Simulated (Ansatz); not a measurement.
**YS, 2 atoms: how the time falls with more hardware**

To be measured: the time of a molecular-dynamics run at PBEsol on YS, and how the time changes with the share of the machine.

Program: Ansatz 0.2.0 (molecular dynamics, PBEsol, plane waves PAW). Host: AMD EPYC 7R13 (Zen 3), 96 cores, 96 hardware threads, 1656 GiB, 8 × H100 80GB HBM3, 81559 MiB; it was booked for these runs alone, one at a time. Each run is timed once from launch to exit, start-up included.

## (1) What is computed

The cell holds 2 atoms in 42 Å³.

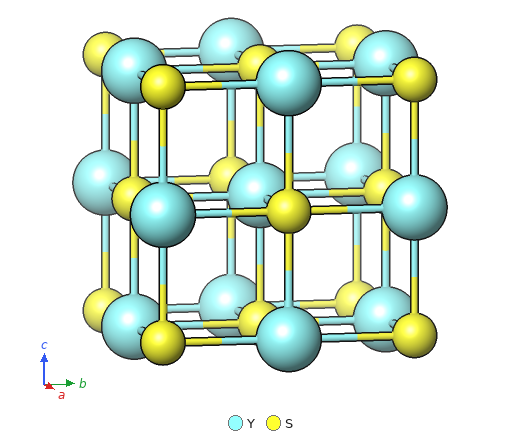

The parent crystal in its conventional cell, ideal positions, seen slightly off an axis (yttrium teal, sulfur yellow).

## (2) First run

input.yaml reads:

```yaml
crystal:
  lattice:
    - [0.000000, 2.762496, 2.762496]
    - [2.762496, 0.000000, 2.762496]
    - [2.762496, 2.762496, 0.000000]
  atoms:
    - { symbol: "Y", position: [0.500000, 0.500000, 0.500000] }
    - { symbol: S, position: [0.000000, 0.000000, 0.000000] }
kpoints:
  mp_grid: { grid: [14, 14, 14] }
hamiltonian:
  xc: pbesol
scf:
  occupations: { method: gaussian, width: 0.1 }
md: { ensemble: nvt_langevin, temperature: 300, timestep: 1.0, n_steps: 15, initial_velocities: maxwell_boltzmann, seed: 1 }
```

The run is started by

```console
> ansatz run input.yaml --backend cuda --devices 8 --events-out ev --progress --plain --runs-dir out
```

The log of the run:

```text
Warning: md: disabling space-group detection — thermal motion breaks the input geometry's symmetry, so no spatial operation reduces the k-mesh or symmetrises the density; time reversal is kept, so that k and −k are solv
GPUs: using 8 of 8 available (devices: 8).
k-points: dealt over 8 devices, a pool of host workers to each (8+8+8+8+8+8+8+8)
Engine: ansatz 0.2.0, x86_64-unknown-linux-gnu
Pseudopotentials: kind: paw
Pseudopotential: Y, paw, valence charge 11, recommended cutoff 420 eV (normal), Y.paw.azcp
Pseudopotential: S, paw, valence charge 6, recommended cutoff 420 eV (normal), S.paw.azcp
Functional definition: PBEsol
  exchange = pbesol_x
  correlation = pbesol_c
device memory: the entry about to start is reckoned to put 2.67 GiB on the device at index 0 of the run's devices, which reports 78.57 GiB free (of the 8 devices that it runs on, the one named has the least room for its share)
GPU FFT provider: cuFFT
GPU libraries: cuBLAS 13.8.2, cuFFT 12.4.0, cuSOLVER 12.3.4
Crystal: 2 atoms, lattice volume = 42.163 Å³
Basis set: ecut = 420 eV, 869 PW (Γ), exchange–correlation on 54×54×54 points (8 copies of the dense FFT grid, shifted against one another)
Bands: 13, of which v1, the nominal top of the filled ones, is band 9 counted from 1 (8 counted from 0)
Symmetry: 1 space group operations
k-points: 1376 of 2744 (time reversal used)
Non-local potential: Y, projectors of the file, l = 0: 3, l = 1: 2, l = 2: 2, l = 3: 1
Non-local potential: S, projectors of the file, l = 0: 2, l = 1: 2, l = 2: 2
PAW form: soft (Blöchl's): semilocal exchange-correlation on the pseudo side does not see the compensation charge
PAW frozen core: Y, regenerated for the run's functional, and the local potential with it (the file was generated under x = pbe(κ = 0.804, μ = 0.2195149727645171), c = pbe(β = 0.06672455060314922))
PAW frozen core: S, regenerated for the run's functional, and the local potential with it (the file was generated under x = pbe(κ = 0.804, μ = 0.2195149727645171), c = pbe(β = 0.06672455060314922))
PAW one-centre angular grid: Y, 590 points (default); XC on 64 Gauss nodes
PAW one-centre angular grid: S, 110 points (default); XC on 64 Gauss nodes
Initial density: superposition of atomic densities (neutral atoms: chi_scale 0, normalization atom), corrected by the library's trained network
Initial wavefunctions: pseudopotential atomic-orbital guess
GPU buffer pool allocated for 19683 grid points (all kernels)
GPU transforms: local potential and band sums: pruned to the plane-wave sphere, on 27×27×27
Functional: x = pbesol(κ = 0.804, μ = 0.12345679012345678), c = pbesol(β = 0.046)
SCF iter   1: F=—  HF=-4684.247935 eV  |F-HF|=—  |Δ(HF+E_count)|=         —  Δρ=3.86e-3  dr2=9.63e-3  ethr=1.77e-3  ⟨swp⟩=5.1  Hψ=100425  notcnv=0
preconditioner: auto → Kerker (q_TF=auto, 2.345 Å⁻¹)  [metal: Δε(μ)=0.015 eV  Ē_g=9.181 eV  σ=0.100 eV  W_gap=0.09  n_scr=14 (ndim 8)  ℏωp=17.2 eV  f_vac=0.000  D(μ)=1.21/eV (n_scr^D=14)]
SCF iter   2: F=—  HF=-4684.244539 eV  |F-HF|=—  |Δ(HF+E_count)|=   3.40e-3  Δρ=2.11e-3  dr2=2.90e-3  ethr=5.66e-5  ⟨swp⟩=1.2  Hψ=29911  notcnv=0
SCF iter   3: F=—  HF=-4684.243798 eV  |F-HF|=—  |Δ(HF+E_count)|=   7.41e-4  Δρ=4.37e-4  dr2=6.40e-5  ethr=1.71e-5  ⟨swp⟩=2.0  Hψ=23963  notcnv=0
SCF iter   4: F=—  HF=-4684.243783 eV  |F-HF|=—  |Δ(HF+E_count)|=   1.52e-5  Δρ=2.19e-4  dr2=3.50e-5  ethr=3.77e-7  ⟨swp⟩=2.0  Hψ=24213  notcnv=0
SCF iter   5: F=—  HF=-4684.243777 eV  |F-HF|=—  |Δ(HF+E_count)|=   5.87e-6  Δρ=9.09e-5  dr2=5.84e-6  ethr=2.06e-7  ⟨swp⟩=2.1  Hψ=20808  notcnv=0
SCF iter   6: F=—  HF=-4684.243776 eV  |F-HF|=—  |Δ(HF+E_count)|=   1.31e-6  Δρ=2.08e-5  dr2=2.77e-7  ethr=3.44e-8  ⟨swp⟩=2.1  Hψ=22250  notcnv=0
SCF iter   7: F=—  HF=-4684.243825 eV  |F-HF|=—  |Δ(HF+E_count)|=   4.94e-5  Δρ=1.58e-6  dr2=1.36e-9  ethr=1.18e-11  ⟨swp⟩=3.2  Hψ=71274  notcnv=0
SCF iter   8: F=-4684.243825 eV  HF=-4684.243825 eV  |F-HF|=9.09e-13  |Δ(HF+E_count)|=  3.28e-10  Δρ=2.27e-7  dr2=1.11e-11  ethr=7.98e-12  ⟨swp⟩=2.4  Hψ=58668  notcnv=0
SCF 1 converged in 8 iterations: F = -4684.243825 eV  dr2 = 1.11e-11
md step     0: t =     0.00 fs  T =   150.0 K  F+E_penalty+E_count = -4684.24382508 eV  E_kin = 0.038778 eV  (8 SCF iters)
device memory: the entry about to start is reckoned to put 2.64 GiB (of the 2.67 GiB reckoned for it, the device holds 29.0 MiB already) on the device at index 0 of the run's devices, which reports 78.52 GiB free (of the 8 devices that it runs on, the one name
GPU FFT provider: cuFFT
GPU libraries: cuBLAS 13.8.2, cuFFT 12.4.0, cuSOLVER 12.3.4
Initial density: handed on by an earlier stage of this run
Initial wavefunctions: those handed on with the density
GPU buffer pool allocated for 19683 grid points (all kernels)
GPU transforms: local potential and band sums: pruned to the plane-wave sphere, on 27×27×27
iter 1 solved again at ethr=6.84e-8 eV; its pass at ethr=3.10e-3 eV (dr2=1.16e-5 eV) is discarded
[... 680 lines ...]
  GPUs           using 8 of 8 available (devices: 8)
  precision      basis.precision auto
  lane           unpolarized · complex
  threads        48 (pinned to 48 CPUs, pack placement)
  calibration    none: no built-in memory-bandwidth figures match this CPU's name
  slots          48 (one a pencil batch), allotted ahead of the run's memory admissions
  pencils        in batches of 32, up to order 52
  node_pools     8 (8+8+8+8+8+8+8+8; device cut)
  max ram        1457.28 GiB (hard-limit-fraction, f = 0.88, none typed); plans are refused past 1324.80 GiB, but for most of what stands behind finished work (quickstart, "Runs that do not fit in memory")
  max vram       79.18 GiB (total)
  phases
    scf            device
    dense_eigh     device
    forces_stress  device
  fallbacks
    force_stress_xc_reevaluation host — on the device where it can take copies there, else on the host; finer_xc_grid_close says which and why
    other_force_stress_terms     host — no device kernel
  kind                      count      payload host-blocked
  setup_upload                 17     36.5 MiB       0.004s
  buffer_upload            561752     9.64 GiB      19.034s
  buffer_download           81722     2.79 GiB       5.738s
  v_eff_upload               4158    624.4 MiB       0.282s
  xc_evaluation               597     30.6 MiB       0.049s
  one_centre_xc               162      5.8 MiB       0.005s
  density_spectrum_g0          83      1.3 KiB       0.005s
  norm_readback             86918    284.4 MiB      18.244s
  ritz_readback              6354     71.5 MiB       1.401s
  host_view                  6198          0 B       0.065s
  aug_readback                241    957.1 KiB       0.039s
  total                    748202    13.46 GiB      44.867s
Peak device memory allocated by the engine, per device (the device's total in use is higher: libraries, any emulation workspace, the driver and other processes add to it):
  device         0  1.31 GiB
  device         1  1.29 GiB
  device         2  1.29 GiB
  device         3  1.29 GiB
  device         4  1.29 GiB
  device         5  1.29 GiB
  device         6  1.29 GiB
  device         7  1.29 GiB
```

Wall time 16 s, CPU time 2.3 min, peak memory 3.1 GiB, 3.1 GiB on the fullest card, 65 SCF iterations in all (8 GPUs, 48 threads).

Size of the job: 1376 k-points, 869 plane waves, 13 bands, 17 valence electrons, 1 symmetry operation.

Where the time went (the program's own counters):

```tsv
phase	seconds	share of the wall time
diag	1.6	10 %
density	0.97	6 %
forces	0.82	5 %
energy_assemble	0.62	4 %
fermi	0.32	2 %
```

## (3) On 4 GPUs, 48 threads

input.yaml is that of step 2.

The run is started by

```console
> ansatz run input.yaml --backend cuda --devices 4 --events-out ev --progress --plain --runs-dir out
```

The log of the run:

```text
Warning: md: disabling space-group detection — thermal motion breaks the input geometry's symmetry, so no spatial operation reduces the k-mesh or symmetrises the density; time reversal is kept, so that k and −k are solv
GPUs: using 4 of 8 available (devices: 4); idle: GPUs 4, 5, 6, 7 (numbered from 0).
k-points: dealt over 4 devices, a pool of host workers to each (24+24+24+24)
[... 7 set-up lines as earlier in the session ...]
device memory: the entry about to start is reckoned to put 4.77 GiB on the device at index 0 of the run's devices, which reports 78.57 GiB free (of the 4 devices that it runs on, the one named has the least room for its share)
GPU FFT provider: cuFFT
GPU libraries: cuBLAS 13.8.2, cuFFT 12.4.0, cuSOLVER 12.3.4
Crystal: 2 atoms, lattice volume = 42.163 Å³
Basis set: ecut = 420 eV, 869 PW (Γ), exchange–correlation on 54×54×54 points (8 copies of the dense FFT grid, shifted against one another)
Bands: 13, of which v1, the nominal top of the filled ones, is band 9 counted from 1 (8 counted from 0)
[... 1 set-up line as earlier in the session ...]
k-points: 1376 of 2744 (time reversal used)
[... 9 set-up lines as earlier in the session ...]
GPU buffer pool allocated for 19683 grid points (all kernels)
GPU transforms: local potential and band sums: pruned to the plane-wave sphere, on 27×27×27
[... 1 set-up line as earlier in the session ...]
SCF iter   1: F=—  HF=-4684.247903 eV  |F-HF|=—  |Δ(HF+E_count)|=         —  Δρ=3.87e-3  dr2=9.71e-3  ethr=1.77e-3  ⟨swp⟩=5.1  Hψ=100467  notcnv=0
preconditioner: auto → Kerker (q_TF=auto, 2.345 Å⁻¹)  [metal: Δε(μ)=0.015 eV  Ē_g=9.181 eV  σ=0.100 eV  W_gap=0.09  n_scr=14 (ndim 8)  ℏωp=17.2 eV  f_vac=0.000  D(μ)=1.21/eV (n_scr^D=14)]
SCF iter   2: F=—  HF=-4684.244532 eV  |F-HF|=—  |Δ(HF+E_count)|=   3.37e-3  Δρ=2.11e-3  dr2=2.88e-3  ethr=5.71e-5  ⟨swp⟩=1.2  Hψ=29826  notcnv=0
SCF iter   3: F=—  HF=-4684.243796 eV  |F-HF|=—  |Δ(HF+E_count)|=   7.36e-4  Δρ=4.24e-4  dr2=5.79e-5  ethr=1.69e-5  ⟨swp⟩=2.0  Hψ=23910  notcnv=0
[... 1 line left out ...]
SCF iter   5: F=—  HF=-4684.243777 eV  |F-HF|=—  |Δ(HF+E_count)|=   4.47e-6  Δρ=7.89e-5  dr2=4.34e-6  ethr=1.79e-7  ⟨swp⟩=2.1  Hψ=21042  notcnv=0
SCF iter   6: F=—  HF=-4684.243825 eV  |F-HF|=—  |Δ(HF+E_count)|=   4.78e-5  Δρ=1.63e-5  dr2=1.63e-7  ethr=2.55e-8  ⟨swp⟩=2.0  Hψ=22417  notcnv=0
SCF iter   7: F=-4684.243825 eV  HF=-4684.243825 eV  |F-HF|=3.01e-10  |Δ(HF+E_count)|=   3.36e-8  Δρ=1.29e-6  dr2=8.88e-10  ethr=1.18e-11  ⟨swp⟩=3.2  Hψ=71143  notcnv=0
SCF 1 converged in 7 iterations: F = -4684.243825 eV  dr2 = 8.88e-10
md step     0: t =     0.00 fs  T =   150.0 K  F+E_penalty+E_count = -4684.24382508 eV  E_kin = 0.038778 eV  (7 SCF iters)
device memory: the entry about to start is reckoned to put 4.71 GiB (of the 4.77 GiB reckoned for it, the device holds 57.8 MiB already) on the device at index 0 of the run's devices, which reports 78.49 GiB free (of the 4 devices that it runs on, the one name
GPU FFT provider: cuFFT
GPU libraries: cuBLAS 13.8.2, cuFFT 12.4.0, cuSOLVER 12.3.4
[... 2 lines left out ...]
GPU buffer pool allocated for 19683 grid points (all kernels)
GPU transforms: local potential and band sums: pruned to the plane-wave sphere, on 27×27×27
[... 7 lines left out ...]
SCF 2 converged in 5 iterations: F = -4684.243716 eV  dr2 = 6.81e-11
[... 607 lines ...]
  max |Σ_I F_I| component: 2.52e-6 eV/Å
--- MD trajectory: 15 steps, t = 0.0 → 15.0 fs ---
  final state: T = 90.6 K   F+E_penalty+E_count = -4684.22595054 eV   E_kin = 0.023424 eV
```

Wall time 14 s, CPU time 3.2 min, peak memory 2.4 GiB, 5.1 GiB on the fullest card, 64 SCF iterations in all (4 GPUs, 48 threads).

## (4) On 2 GPUs, 48 threads

input.yaml is that of step 3.

The run is started by

```console
> ansatz run input.yaml --backend cuda --devices 2 --events-out ev --progress --plain --runs-dir out
```

The log of the run:

```text
Warning: md: disabling space-group detection — thermal motion breaks the input geometry's symmetry, so no spatial operation reduces the k-mesh or symmetrises the density; time reversal is kept, so that k and −k are solv
GPUs: using 2 of 8 available (devices: 2); idle: GPUs 2, 3, 4, 5, 6, 7 (numbered from 0).
k-points: dealt over 2 devices, a pool of host workers to each (48+48)
[... 7 set-up lines as earlier in the session ...]
device memory: the entry about to start is reckoned to put 9.38 GiB on the device at index 0 of the run's devices, which reports 78.57 GiB free (of the 2 devices that it runs on, the one named has the least room for its share)
GPU FFT provider: cuFFT
GPU libraries: cuBLAS 13.8.2, cuFFT 12.4.0, cuSOLVER 12.3.4
Crystal: 2 atoms, lattice volume = 42.163 Å³
[... 24 lines left out ...]
SCF 1 converged in 8 iterations: F = -4684.243825 eV  dr2 = 9.72e-12
md step     0: t =     0.00 fs  T =   150.0 K  F+E_penalty+E_count = -4684.24382508 eV  E_kin = 0.038778 eV  (8 SCF iters)
device memory: the entry about to start is reckoned to put 9.32 GiB (of the 9.44 GiB reckoned for it, the device holds 114.8 MiB already) on the device at index 1 of the run's devices, which reports 78.48 GiB free (of the 2 devices that it runs on, the one nam
GPU FFT provider: cuFFT
GPU libraries: cuBLAS 13.8.2, cuFFT 12.4.0, cuSOLVER 12.3.4
[... 2 lines left out ...]
GPU buffer pool allocated for 19683 grid points (all kernels)
GPU transforms: local potential and band sums: pruned to the plane-wave sphere, on 27×27×27
[... 7 lines left out ...]
SCF 2 converged in 5 iterations: F = -4684.243716 eV  dr2 = 6.69e-11
md step     1: t =     1.00 fs  T =   163.4 K  F+E_penalty+E_count = -4684.24371605 eV  E_kin = 0.042239 eV  (5 SCF iters)
[... 572 lines ...]
--- Forces (eV/Å), atoms counted from 1 ---
  atom   1  Y     -0.08547929     0.22865876     0.42615050
  atom   2  S      0.08547931    -0.22865983    -0.42615300
  max |Σ_I F_I| component: 2.50e-6 eV/Å
--- MD trajectory: 15 steps, t = 0.0 → 15.0 fs ---
  final state: T = 90.6 K   F+E_penalty+E_count = -4684.22595054 eV   E_kin = 0.023424 eV
```

Wall time 17 s, CPU time 4.9 min, peak memory 2.1 GiB, 9.5 GiB on the fullest card, 65 SCF iterations in all (2 GPUs, 48 threads).

## (5) On 1 GPU, 48 threads

input.yaml is that of step 4.

The run is started by

```console
> ansatz run input.yaml --backend cuda --devices 1 --events-out ev --progress --plain --runs-dir out
```

The log of the run:

```text
Warning: md: disabling space-group detection — thermal motion breaks the input geometry's symmetry, so no spatial operation reduces the k-mesh or symmetrises the density; time reversal is kept, so that k and −k are solv
GPUs: using 1 of 8 available (devices: 1); idle: GPUs 1, 2, 3, 4, 5, 6, 7 (numbered from 0).
[... 7 set-up lines as earlier in the session ...]
device memory: the entry about to start is reckoned to put 18.2 GiB on a device that reports 78.6 GiB free
GPU FFT provider: cuFFT
GPU libraries: cuBLAS 13.8.2, cuFFT 12.4.0, cuSOLVER 12.3.4
Crystal: 2 atoms, lattice volume = 42.163 Å³
Basis set: ecut = 420 eV, 869 PW (Γ), exchange–correlation on 54×54×54 points (8 copies of the dense FFT grid, shifted against one another)
Bands: 13, of which v1, the nominal top of the filled ones, is band 9 counted from 1 (8 counted from 0)
[... 1 set-up line as earlier in the session ...]
[... 23 lines left out ...]
device memory: the entry about to start is reckoned to put 18.0 GiB (of the 18.2 GiB reckoned in all, the device holds 0.2 GiB already) on a device that reports 78.3 GiB free
GPU FFT provider: cuFFT
GPU libraries: cuBLAS 13.8.2, cuFFT 12.4.0, cuSOLVER 12.3.4
[... 2 lines left out ...]
GPU buffer pool allocated for 19683 grid points (all kernels)
GPU transforms: local potential and band sums: pruned to the plane-wave sphere, on 27×27×27
[... 7 lines left out ...]
SCF 2 converged in 5 iterations: F = -4684.243716 eV  dr2 = 6.73e-11
md step     1: t =     1.00 fs  T =   163.4 K  F+E_penalty+E_count = -4684.24371605 eV  E_kin = 0.042239 eV  (5 SCF iters)
device memory: the entry about to start is reckoned to put 18.0 GiB (of the 18.2 GiB reckoned in all, the device holds 0.2 GiB already) on a device that reports 78.2 GiB free
GPU FFT provider: cuFFT
[... 534 lines ...]
  E_core_change = 0.210722  (= ΣΔE_core)
  E_smearing   = -0.006055  (= −TS)
  E_closure    = -0.000000  (closes the sum)
  Σ components = -4684.225951   (vs F -4684.225951, Δ=0.00e0)
--- Forces (eV/Å), atoms counted from 1 ---
  atom   1  Y     -0.08547930     0.22865880     0.42615061
  atom   2  S      0.08547931    -0.22865985    -0.42615304
  max |Σ_I F_I| component: 2.44e-6 eV/Å
--- MD trajectory: 15 steps, t = 0.0 → 15.0 fs ---
  final state: T = 90.6 K   F+E_penalty+E_count = -4684.22595054 eV   E_kin = 0.023424 eV
```

Wall time 25 s, CPU time 3.7 min, peak memory 1.5 GiB, 18 GiB on the fullest card, 64 SCF iterations in all (1 GPU, 48 threads).

## (6) Speed-up with more GPUs

```tsv
GPUs	wall time	speed-up	efficiency	CPU time
1	25 s	1	100 %	3.7 min
2	17 s	1.5	73 %	4.9 min
4	14 s	1.8	44 %	3.2 min
8	16 s	1.6	20 %	2.3 min
```

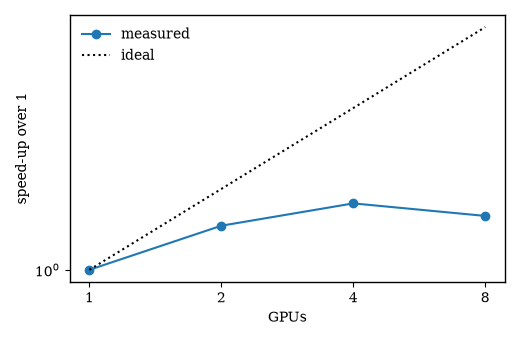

Speed-up against the number of GPUs.

## (7) Outcome

| quantity | value |
| --- | --- |
| reference | 16 s on 8 GPUs, 48 threads |
| fastest over GPUs | 14 s on 4 |
| speed-up from 1 to 8 GPUs | 1.6 (20 % efficient) |

**Reading.** Going from 1 to 8 GPUs cuts the time by a factor of 1.6, 20 % of the ideal. The time is least at 4 and rises again beyond. Efficiency stays over one half up to 2 GPUs among the points run; beyond that, several jobs side by side use the machine better. The figures hold for this build, input and host.
